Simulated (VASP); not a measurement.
# Ta3Ti2: structure and properties in VASP, part 2 of 6

What structure does Ta3Ti2 take at this level, and what are its properties? The cell is invented: other elements were put on sites of a known structure type. It may not be a known or stable phase.

VASP 6.6.1; PBE with D3; plane waves and PAW (Ti_sv, Ta_pv); invented cell.

Still holding for the runs below: This run has no spin polarisation. Its electron count is odd, so without a moment it is a metal by construction. The k-mesh is coarse for a metal.

So far: The starting structure; Rough relaxation of the start cell.

## 2. Rough relaxation of the start cell (continued)

The steps of the relaxation (22 of 38):

```
step  energy less that of the first step (eV)  largest force (eV/Å)  pressure (GPa)  volume (Å³)
   1                                   0.0000                1.7978           54.81        72.57
   3                                 158.8543                1.8725         -124.29       543.17
   5                                   3.3218                1.0479          -26.58       146.47
   6                                   2.6189                1.0601          -26.30       142.26
   8                                   2.0342                1.1217           86.29        66.11
  10                                  -3.3195                1.6715           -0.22        92.20
  12                                  -3.6857                1.1973            2.43        90.61
  13                                  -3.6853                2.6533           13.28        87.83
  15                                  -4.1548                0.6647            0.52        92.86
  17                                  -4.4216                0.3634           -3.91        95.90
  19                                  -4.4909                0.8274           -2.19        93.93
  20                                  -4.4976                0.6121           -2.93        94.71
  22                                  -4.5466                0.4854            1.40        91.65
  24                                  -4.5893                0.3637           -0.62        92.22
  26                                  -4.6329                0.0422            0.91        90.80
  27                                  -4.6348                0.1867            1.45        90.40
  29                                  -4.6517                0.3624           -0.06        90.94
  31                                  -4.6602                0.2320           -0.18        90.89
  33                                  -4.6649                0.1527           -0.05        90.72
  34                                  -4.6660                0.0719            0.07        90.67
  36                                  -4.6662                0.1056            0.44        90.56
  38                                  -4.6669                0.0382           -0.14        90.88
```

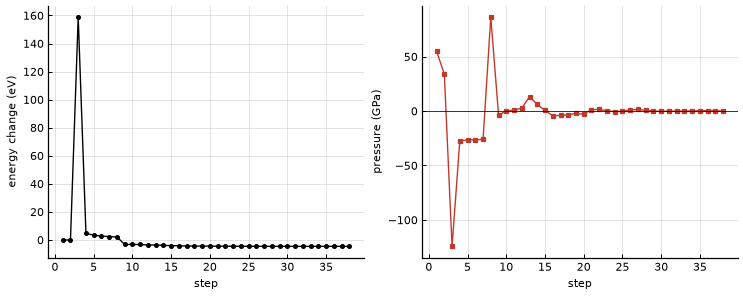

Energy and pressure along the relaxation.

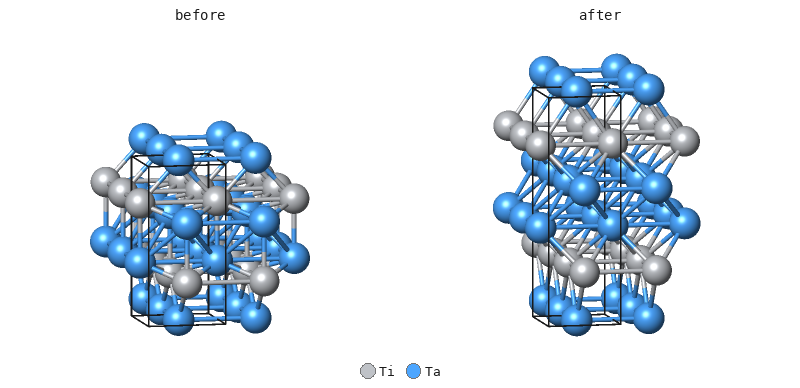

The structure before and after the relaxation, drawn at the same scale.

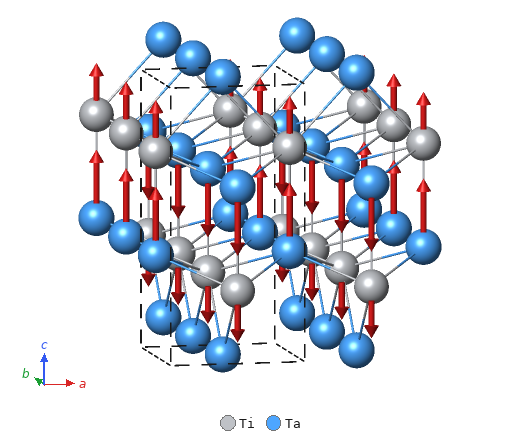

Displacements in the relaxation, exaggerated, measured against the changing cell; the longest in the cell stands for 0.43 Å. 2×3×1 cells are drawn. Some periodic images of atoms are drawn too.

```
     cell as run  before  after   change
           a (Å)   3.287  3.074   -6.5 %
           b (Å)   3.287  3.074   -6.5 %
           c (Å)   6.718  9.620  +43.2 %
volume (Å³/atom)   14.51  18.18  +25.2 %
```

The atoms that moved most (Å, as changes of fractional coordinates times the final cell):

```csv
atom,dx,dy,dz,length
Ta4,0.000,0.000,-0.428,0.428
Ta3,0.000,0.000,0.428,0.428
Ti1,0.000,0.000,-0.299,0.299
Ti2,0.000,0.000,0.299,0.299
```

The relaxed structure:

```cif
data_structure
_symmetry_space_group_name_H-M 'P 1'
_symmetry_Int_Tables_number 1
_cell_length_a 3.0737
_cell_length_b 3.0737
_cell_length_c 9.6196
_cell_angle_alpha 90.000
_cell_angle_beta 90.000
_cell_angle_gamma 90.000
_cell_volume 90.88
loop_
_atom_site_label
_atom_site_type_symbol
_atom_site_fract_x
_atom_site_fract_y
_atom_site_fract_z
_atom_site_occupancy
Ti1 Ti 0.50000 0.00000 0.23109 1
Ti2 Ti 0.00000 0.50000 0.76891 1
Ta3 Ta 0.00000 0.50000 0.40976 1
Ta4 Ta 0.50000 0.00000 0.59024 1
Ta5 Ta 0.50000 0.50000 0.00000 1
```

Numbers from this step:

```yaml
electrons: 57
bands: 35
irreducible_k_points: 12
symmetry_operations: 8
free_energy_toten: -50.8861 eV
energy_at_zero_smearing: -50.8880 eV
fermi_energy: 6.430 eV
pressure: -0.1360 GPa
metallic: yes
scf_cycles_over_all_ionic_steps: 837
```

It ends with a largest force of 0.038 eV/Å and a pressure of -0.14 GPa.

## 3. Full relaxation (PBE + D3)

Properties are meant for the cell that this level of theory prefers, so cell and atoms are relaxed first (ISIF = 3) until forces and stress are small; EDIFFG sets the threshold.

The input, INCAR:

```
SYSTEM = Ta3Ti2
PREC = Accurate
ENCUT = 400
EDIFF = 1E-06
NELM = 100
ISMEAR = 1
SIGMA = 0.2
LREAL = .FALSE.
ALGO = Normal
GGA = PE
IVDW = 11
NBANDS = 35
LORBIT = 11
LWAVE = .FALSE.
LCHARG = .FALSE.
KPAR = 2
IBRION = 2
NSW = 60
ISIF = 3
EDIFFG = -0.01
```

The input, POSCAR:

```
Ta3Ti2
1.0
    3.0736627679      0.0000000000      0.0000000000
    0.0000000000      3.0736627679      0.0000000000
    0.0000000000      0.0000000000      9.6195892859
Ti Ta
2 3
Direct
    0.5000000000      0.0000000000      0.2310881689
    0.0000000000      0.5000000000      0.7689118311
    0.0000000000      0.5000000000      0.4097589084
    0.5000000000      0.0000000000      0.5902410916
    0.5000000000      0.5000000000      0.0000000000
```

The input, KPOINTS:

```
Automatic mesh
0
Gamma
9 9 3
0 0 0
```

The projector-augmented-wave data sets are Ti_sv and Ta_pv (PBE family, release 64).

Started as:

```bash
> mpirun -np 2 vasp_std
```

The program printed:

```text
[... set-up lines as in an earlier step ...]
 entering main loop
       N       E                     dE             d eps       ncg     rms          rms(c)
DAV:   1     0.626090285351E+03    0.62609E+03   -0.26831E+04  2132   0.156E+03
DAV:   3    -0.475362313030E+02   -0.57537E+02   -0.56035E+02  3421   0.128E+02
DAV:   4    -0.526970663153E+02   -0.51608E+01   -0.51070E+01  2960   0.319E+01
DAV:   5    -0.529532925280E+02   -0.25623E+00   -0.25576E+00  3104   0.674E+00    0.267E+01
DAV:   6    -0.566007366714E+02   -0.36474E+01   -0.11106E+02  3123   0.465E+01    0.183E+01
DAV:   7    -0.493118556092E+02    0.72889E+01   -0.85074E+01  2866   0.343E+01    0.122E+01
DAV:   8    -0.486299978038E+02    0.68186E+00   -0.92266E+00  2673   0.159E+01    0.163E+00
DAV:   9    -0.486651832753E+02   -0.35185E-01   -0.12747E+00  3072   0.705E+00    0.146E+00
DAV:  10    -0.486384531952E+02    0.26730E-01   -0.34287E-01  3042   0.322E+00    0.114E+00
DAV:  11    -0.486401377932E+02   -0.16846E-02   -0.41127E-02  2837   0.169E+00    0.328E-01
DAV:  12    -0.486390082026E+02    0.11296E-02   -0.83413E-03  3112   0.626E-01    0.103E-01
DAV:  13    -0.486390256148E+02   -0.17412E-04   -0.53747E-04  3021   0.221E-01    0.275E-02
DAV:  14    -0.486390123466E+02    0.13268E-04   -0.12292E-04  3032   0.819E-02    0.146E-02
DAV:  15    -0.486390149311E+02   -0.25845E-05   -0.10112E-05  2864   0.260E-02    0.345E-03
DAV:  16    -0.486390151519E+02   -0.22077E-06   -0.95116E-07  1424   0.863E-03
   1 F= -.51153726E+02 E0= -.51154832E+02  d E =-.511537E+02
 curvature:   0.00 expect dE= 0.000E+00 dE for cont linesearch  0.000E+00
 trial: gam= 0.00000 g(F)=  0.697E-02 g(S)=  0.950E-01 ort = 0.000E+00 (trialstep = 0.100E+01)
 search vector abs. value=  0.102E+00
 bond charge predicted
       N       E                     dE             d eps       ncg     rms          rms(c)
DAV:   1    -0.494485310361E+02   -0.80952E+00   -0.28822E+01  2350   0.526E+01    0.694E+00
DAV:   2    -0.490649913460E+02    0.38354E+00   -0.53962E+00  2852   0.179E+01    0.328E+00
DAV:   3    -0.489119238987E+02    0.15307E+00   -0.36931E+00  2903   0.860E+00    0.281E+00
DAV:   4    -0.487568078410E+02    0.15512E+00   -0.12222E+00  3057   0.701E+00    0.856E-01
DAV:   5    -0.487669748522E+02   -0.10167E-01   -0.11749E-01  3026   0.166E+00    0.819E-01
DAV:   6    -0.487663298176E+02    0.64503E-03   -0.22426E-02  2938   0.107E+00    0.455E-01
DAV:   7    -0.487714251590E+02   -0.50953E-02   -0.10514E-02  3256   0.490E-01    0.212E-01
DAV:   8    -0.487725004045E+02   -0.10752E-02   -0.35668E-03  3160   0.237E-01    0.703E-02
DAV:   9    -0.487725520314E+02   -0.51627E-04   -0.20265E-04  3000   0.605E-02    0.448E-02
DAV:  10    -0.487725503624E+02    0.16690E-05   -0.11186E-04  2712   0.743E-02    0.204E-02
DAV:  11    -0.487725535506E+02   -0.31882E-05   -0.81012E-06  2336   0.180E-02    0.593E-03
DAV:  12    -0.487725532770E+02    0.27364E-06   -0.16129E-06  1701   0.962E-03
   2 F= -.51192888E+02 E0= -.51191748E+02  d E =-.391616E-01
[... from here on, the cycles between the ionic steps are left out ...]
   3 F= -.51194794E+02 E0= -.51194087E+02  d E =-.410679E-01
   4 F= -.51237332E+02 E0= -.51234103E+02  d E =-.425378E-01
   5 F= -.51250177E+02 E0= -.51246948E+02  d E =-.553826E-01
   6 F= -.51297015E+02 E0= -.51294538E+02  d E =-.468383E-01
   7 F= -.51508286E+02 E0= -.51503510E+02  d E =-.258109E+00
   8 F= -.51623814E+02 E0= -.51623635E+02  d E =-.373637E+00
   9 F= -.51680341E+02 E0= -.51680233E+02  d E =-.430164E+00
  10 F= -.51739891E+02 E0= -.51744827E+02  d E =-.489714E+00
  11 F= -.51738601E+02 E0= -.51743321E+02  d E =-.488424E+00
  12 F= -.51752336E+02 E0= -.51757405E+02  d E =-.137353E-01
  13 F= -.51757545E+02 E0= -.51762329E+02  d E =-.189442E-01
  14 F= -.51774390E+02 E0= -.51779106E+02  d E =-.168447E-01
  15 F= -.51819484E+02 E0= -.51823993E+02  d E =-.619386E-01
  16 F= -.51884131E+02 E0= -.51888242E+02  d E =-.126586E+00
  17 F= -.51901544E+02 E0= -.51905020E+02  d E =-.143999E+00
  18 F= -.51913146E+02 E0= -.51916846E+02  d E =-.155601E+00
  19 F= -.51950074E+02 E0= -.51953886E+02  d E =-.369280E-01
  20 F= -.52021255E+02 E0= -.52025571E+02  d E =-.108109E+00
  21 F= -.52004583E+02 E0= -.52009271E+02  d E =-.914369E-01
  22 F= -.52038523E+02 E0= -.52043349E+02  d E =-.125377E+00
  23 F= -.52065471E+02 E0= -.52070166E+02  d E =-.269483E-01
  24 F= -.52099472E+02 E0= -.52104081E+02  d E =-.609498E-01
  25 F= -.52099497E+02 E0= -.52104118E+02  d E =-.609749E-01
  26 F= -.52100402E+02 E0= -.52104992E+02  d E =-.904054E-03
  27 F= -.52100582E+02 E0= -.52105181E+02  d E =-.108456E-02
  28 F= -.52100581E+02 E0= -.52105181E+02  d E =-.108339E-02
  29 F= -.52100696E+02 E0= -.52105276E+02  d E =-.115613E-03
 trial-energy change:   -0.000116  1 .order   -0.000114   -0.000166   -0.000062
 step:   0.9257(harm=  0.9257)  dis= 0.00047  next Energy=   -52.100714 (dE=-0.133E-03)
 bond charge predicted
       N       E                     dE             d eps       ncg     rms          rms(c)
DAV:   1    -0.495945644599E+02   -0.67744E-03   -0.74494E-03  2128   0.710E-01    0.706E-02
DAV:   2    -0.495945347410E+02    0.29719E-04   -0.10774E-03  2760   0.190E-01    0.580E-02
DAV:   3    -0.495944743737E+02    0.60367E-04   -0.74151E-04  2886   0.134E-01    0.338E-02
DAV:   4    -0.495944457732E+02    0.28601E-04   -0.15628E-04  2865   0.630E-02    0.933E-03
DAV:   5    -0.495944450596E+02    0.71356E-06   -0.24664E-05  2680   0.292E-02    0.997E-03
DAV:   6    -0.495944443700E+02    0.68964E-06   -0.23863E-06  1809   0.107E-02
  30 F= -.52100715E+02 E0= -.52105283E+02  d E =-.133767E-03
 curvature:  -0.49 expect dE=-0.376E-05 dE for cont linesearch -0.306E-08
 trial: gam= 0.03814 g(F)=  0.654E-05 g(S)=  0.113E-05 ort = 0.138E-05 (trialstep = 0.646E+00)
 search vector abs. value=  0.822E-05
 reached required accuracy - stopping structural energy minimisation
```

It took 4.8 min on 2 MPI ranks of Intel Xeon 6975P-C (Granite Rapids), shared host; peak memory 0.4 GiB; 9.5 min of CPU time.

Parts of OUTCAR (step 3):

```text
  LATTYP: Found a simple tetragonal cell.
 ALAT       =     3.0736627679
 C/A-ratio  =     3.1296827311

The static configuration has the point symmetry D_2d.

 Found     30 irreducible k-points:

   k-points           NKPTS =     30   k-points in BZ     NKDIM =     30   number of bands    NBANDS=     35

   dimension x,y,z NGX =    20 NGY =   20 NGZ =   64
   dimension x,y,z NGXF=    40 NGYF=   40 NGZF=  128

   ENCUT  =  400.0 eV  29.40 Ry    5.42 a.u.   5.01  5.01 15.69*2*pi/ulx,y,z

   NELECT =      57.0000    total number of electrons

 Edisp (eV)   -2.50681

 E-fermi :   6.5474

 k-point     1 :       0.0000    0.0000    0.0000
  band No.  band energies     occupation
    ...
     24       4.3632      2.00000
     25       4.5636      2.00000
     26       5.4820      2.00000
     27       6.2123      2.03926
     28       6.4345      1.80682
     29       6.8847     -0.03827
     30       7.2347     -0.00001
     31       7.7956     -0.00000
     32       8.0845     -0.00000
     33       8.0845     -0.00000
    ...

 k-point     2 :       0.1111    0.0000    0.0000
  band No.  band energies     occupation
    ...
     25       4.8036      2.00000
     26       5.5587      2.00000
     27       6.2867      2.06920
     28       6.3682      2.02133
     29       6.4990      1.39626
     30       6.9872     -0.00797
     31       7.4772     -0.00000
     32       7.8320     -0.00000
     33       8.1371     -0.00000
     34       8.1540     -0.00000
    ...

 Edisp (eV)   -2.50627

  Total      -0.00550    -0.00550    -0.00755     0.00000     0.00000     0.00000
  in kB      -0.09837    -0.09837    -0.13514     0.00000     0.00000     0.00000
  external pressure =       -0.11 kB  Pullay stress =        0.00 kB

  energy-cutoff  :      400.00
  volume of cell :       89.52
      direct lattice vectors                 reciprocal lattice vectors
     2.775189239  0.000000000 -0.000000000     0.360335788  0.000000000 -0.000000000
    -0.000000000  2.775189239  0.000000000     0.000000000  0.360335788  0.000000000
     0.000000000 -0.000000000 11.623233512     0.000000000 -0.000000000  0.086034579

 POSITION                                       TOTAL-FORCE (eV/Angst)
 -----------------------------------------------------------------------------------
      1.38759     -0.00000      2.45964         0.000000     -0.000000      0.008132
      0.00000      1.38759      9.16359        -0.000000      0.000000     -0.008132
      0.00000      1.38759      4.60543         0.000000     -0.000000      0.001304
      1.38759     -0.00000      7.01780        -0.000000      0.000000     -0.001304
      1.38759      1.38759      0.00000        -0.000000     -0.000000     -0.000000
 -----------------------------------------------------------------------------------
    total drift:                                0.000000      0.000000     -0.000000

  FREE ENERGIE OF THE ION-ELECTRON SYSTEM (eV)
  ---------------------------------------------------
  free  energy   TOTEN  =       -52.1007146004 eV

  energy  without entropy=      -52.1144206043  energy(sigma->0) =      -52.10528327

 total charge
# of ion       s       p       d       tot
------------------------------------------
    1        2.249   6.136   1.932  10.316
    2        2.249   6.136   1.932  10.316
    3        0.389   6.165   2.411   8.965
    4        0.389   6.165   2.411   8.965
    5        0.412   6.116   2.427   8.955
--------------------------------------------------
tot          5.688  30.717  11.112  47.517

[... 2 parts as in an earlier step ...]

[... 7 further parts left out ...]
```

CONTCAR:

```
Ta3Ti2
   1.00000000000000
     2.7751892390815032    0.0000000000000000   -0.0000000000000000
    -0.0000000000000000    2.7751892390815032    0.0000000000000000
     0.0000000000000000   -0.0000000000000000   11.6232335121469372
  Ti              Ta
     2     3
Direct
     0.5000000000000000    0.0000000000000000    0.2116144060335253
     0.0000000000000000    0.5000000000000000    0.7883855939664750
     0.0000000000000000    0.5000000000000000    0.3962261560334966
     0.5000000000000000    0.0000000000000000    0.6037738439665032
     0.5000000000000000    0.5000000000000000    0.0000000000000000
```

The steps of the relaxation (22 of 30):

```csv
step,energy less that of the first step (eV),largest force (eV/Å),pressure (GPa),volume (Å³)
1,0.0000,0.2305,2.25,90.88
2,-0.0392,0.1178,-2.79,94.25
4,-0.0836,0.2745,-0.56,93.03
5,-0.0965,0.5645,0.89,92.41
7,-0.3546,0.9588,-1.72,93.60
8,-0.4701,1.1555,-4.68,93.84
9,-0.5266,1.4237,-3.52,93.90
11,-0.5849,1.4838,-4.19,93.96
12,-0.5986,1.4070,-4.23,93.86
13,-0.6038,1.3307,-4.25,93.77
15,-0.6658,1.1934,-2.67,92.62
16,-0.7304,0.9655,-0.09,90.90
18,-0.7594,0.8401,3.38,88.84
19,-0.7963,0.8199,2.70,89.09
20,-0.8675,0.7705,0.80,89.84
22,-0.8848,0.7276,-0.59,90.48
23,-0.9117,0.5344,-0.68,90.34
24,-0.9457,0.0206,-0.70,89.93
26,-0.9467,0.0089,0.38,89.30
27,-0.9469,0.0101,0.08,89.48
29,-0.9470,0.0070,0.02,89.51
30,-0.9470,0.0081,-0.01,89.52
```

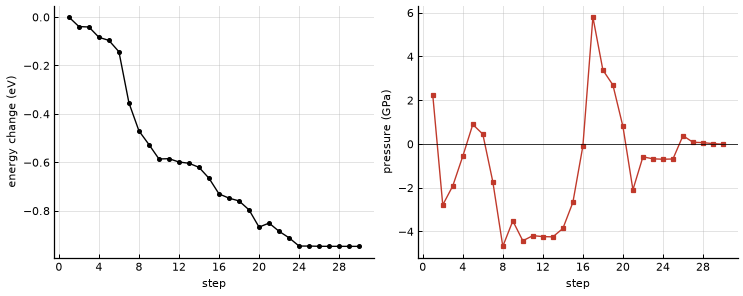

Energy and pressure along the relaxation.

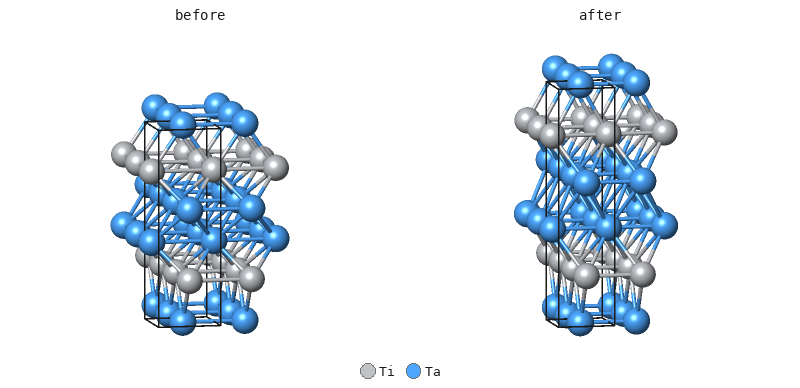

The structure before and after the relaxation, drawn at the same scale.

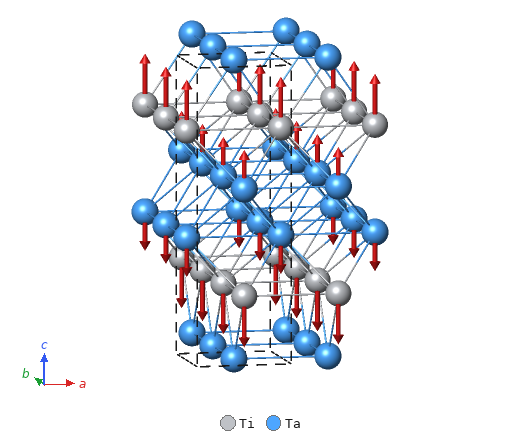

Displacements in the relaxation, exaggerated, measured against the changing cell; the longest in the cell stands for 0.23 Å. 2×3×1 cells are drawn. Some periodic images of atoms are drawn too.

```
     cell as run  before   after   change
           a (Å)   3.074   2.775   -9.7 %
           b (Å)   3.074   2.775   -9.7 %
           c (Å)   9.620  11.623  +20.8 %
volume (Å³/atom)   18.18   17.90   -1.5 %
```

The atoms that moved most (Å, as changes of fractional coordinates times the final cell):

```
atom     dx     dy      dz  length
 Ti1  0.000  0.000  -0.226   0.226
 Ti2  0.000  0.000   0.226   0.226
 Ta3  0.000  0.000  -0.157   0.157
 Ta4  0.000  0.000   0.157   0.157
```

Final coordinates:

```cif
data_structure
_symmetry_space_group_name_H-M 'P 1'
_symmetry_Int_Tables_number 1
_cell_length_a 2.7752
_cell_length_b 2.7752
_cell_length_c 11.6232
_cell_angle_alpha 90.000
_cell_angle_beta 90.000
_cell_angle_gamma 90.000
_cell_volume 89.52
loop_
_atom_site_label
_atom_site_type_symbol
_atom_site_fract_x
_atom_site_fract_y
_atom_site_fract_z
_atom_site_occupancy
Ti1 Ti 0.50000 0.00000 0.21161 1
Ti2 Ti 0.00000 0.50000 0.78839 1
Ta3 Ta 0.00000 0.50000 0.39623 1
Ta4 Ta 0.50000 0.00000 0.60377 1
Ta5 Ta 0.50000 0.50000 0.00000 1
```

This step gave:

- irreducible k-points: 30
- free energy (TOTEN): -52.1007 eV
- energy at zero smearing: -52.1053 eV
- Fermi energy: 6.547 eV
- pressure: -0.01106 GPa
- SCF cycles over all ionic steps: 296

It ends with a largest force of 0.008 eV/Å and a pressure of -0.01 GPa.

[end of part 2 of 6]

[Lines on the potential files, build, host, timing and source positions are cut from VASP's logs without a mark.]

[Logs are printed without paths, hosts, clocks, repeated set-up lines and the standing remarks that a program may print on its own settings, such as how far it seeks lower states.]

[Hosts, paths, dates, database ids (printed as entryN), source tags and the programs' standing remarks are cut or masked in the printed files.]

[A measured line is paired with the nearest computed mode of its activity, which favours agreement.]
